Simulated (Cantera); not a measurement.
Input: 1 mol PbS, 3.1 mol H2, at 133 Pa.

These are equilibrium values from Cantera (NASA tables, ideal gas, pure condensed phases), not measurements of a reactor. Candidate condensed phases: Pb, PbS, S; 10 gas species. Gases not in the tables: S3 to S7. Rates play no part.

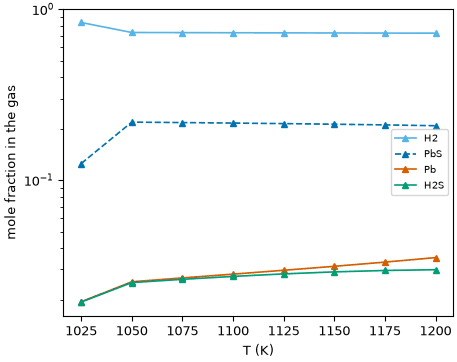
Figure. Equilibrium gas composition (values under 1e-9 drawn at 1e-9)

At 1025 K the condensed part is PbS(s). From 1050 K to 1200 K nothing is condensed. The main Pb-bearing gas is PbS throughout.
